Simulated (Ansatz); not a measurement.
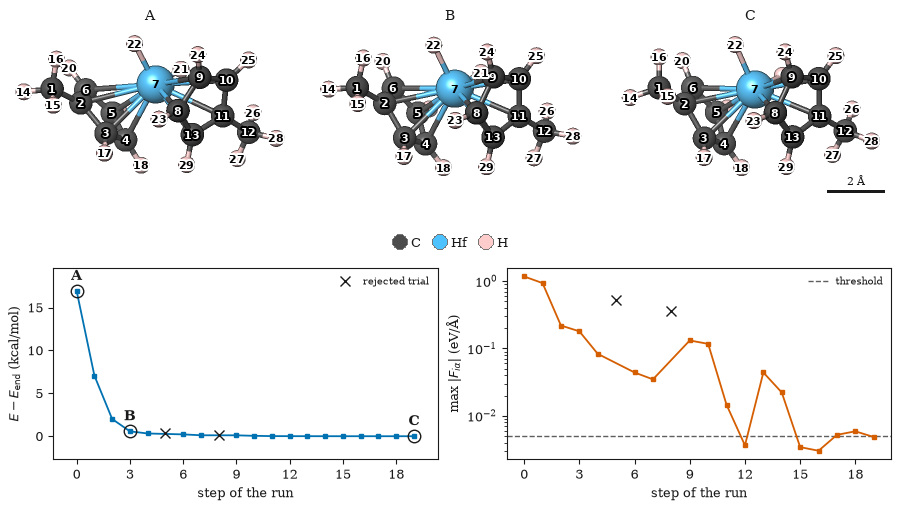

Frames of a relaxation of C12H16Hf, marked on the history of the run. A ball-and-stick model, seen from a free direction.

The start comes from GFN2-xTB.

Method: RKS PBE0-D4/def2-TZVP in Ansatz.

Input
```yaml
crystal:
  periodic: [false, false, false]
  atoms:
    - {symbol: C, position_ang: [-2.942180, -0.798500, 2.083070]}
    - {symbol: C, position_ang: [-2.379430, -0.018220, 0.929740]}
    - {symbol: C, position_ang: [-1.810870, -0.564140, -0.242550]}
    - {symbol: C, position_ang: [-1.540940, 0.515350, -1.142450]}
    - {symbol: C, position_ang: [-1.937000, 1.706270, -0.496650]}
    - {symbol: C, position_ang: [-2.415840, 1.379550, 0.780310]}
    - {symbol: Hf, position_ang: [0.252910, 0.555850, 0.535600]}
    - {symbol: C, position_ang: [1.260930, -1.698030, 0.247980]}
    - {symbol: C, position_ang: [2.305620, -1.096180, 0.979830]}
    - {symbol: C, position_ang: [2.903100, -0.116320, 0.172870]}
    - {symbol: C, position_ang: [2.269830, -0.122780, -1.084330]}
    - {symbol: C, position_ang: [2.699090, 0.654740, -2.296420]}
    - {symbol: C, position_ang: [1.235610, -1.085230, -1.040660]}
    - {symbol: H, position_ang: [-4.002470, -0.574230, 2.203510]}
    - {symbol: H, position_ang: [-2.837450, -1.867740, 1.909210]}
    - {symbol: H, position_ang: [-2.442590, -0.548170, 3.019680]}
    - {symbol: H, position_ang: [-1.857180, -1.610750, -0.520440]}
    - {symbol: H, position_ang: [-1.342800, 0.416470, -2.203050]}
    - {symbol: H, position_ang: [-1.956190, 2.688880, -0.945310]}
    - {symbol: H, position_ang: [-2.853200, 2.070880, 1.483990]}
    - {symbol: H, position_ang: [0.881990, 2.184420, 0.139220]}
    - {symbol: H, position_ang: [0.158970, 0.417940, 2.318950]}
    - {symbol: H, position_ang: [0.748530, -2.612290, 0.520680]}
    - {symbol: H, position_ang: [2.649000, -1.404470, 1.956680]}
    - {symbol: H, position_ang: [3.777130, 0.463540, 0.428190]}
    - {symbol: H, position_ang: [2.838960, 1.710130, -2.063700]}
    - {symbol: H, position_ang: [1.961890, 0.567580, -3.092640]}
    - {symbol: H, position_ang: [3.648520, 0.269320, -2.671530]}
    - {symbol: H, position_ang: [0.726050, -1.483860, -1.909790]}
basis:
  gaussian: {orbitals: def2-TZVP}
hamiltonian: {xc: pbe0, dispersion: d4}
relax: {f_tol: 0.005, max_steps: 150}
```

Command:
```bash
ansatz run in.yaml --threads 11 --pin off --events-out ev --progress --plain --max-ram 120832MiB --backend cuda --devices 0, --max-vram 75GiB
```

What happens along the run?

Answer. Over 17 accepted moves (19 points after the start) the energy falls by 16.9 kcal/mol. The largest force component goes from 1.2 to 0.0048 eV/Å. The line search rejected the trial steps at points 5, 8 of the run. The forces were under the threshold at step 12, but the run went on from there. The largest move after the best rigid fit is that of H15, 0.62 Å. Largest moves by element: H 0.62 Å, C 0.29 Å, Hf 0.18 Å. Some distances before and after: C6–Hf7 2.804 → 2.517 Å, Hf7–C10 2.758 → 2.517 Å, C2–Hf7 2.723 → 2.536 Å, C5–Hf7 2.680 → 2.500 Å. Among the angles between lasting bonds that change: Hf7–C6–H20 129.1° → 118.2°, Hf7–C10–H25 128.0° → 118.2°, C2–C3–Hf7 84.2° → 75.6°. Groups turn about C1–C2 by about 25°. The run took about 30 s of wall time on a shared GPU. From step 0 to 3: H20 moves most (0.56 Å), energy −16.4 kcal/mol. From step 3 to 19: H15 moves most (0.45 Å), energy −0.57 kcal/mol.
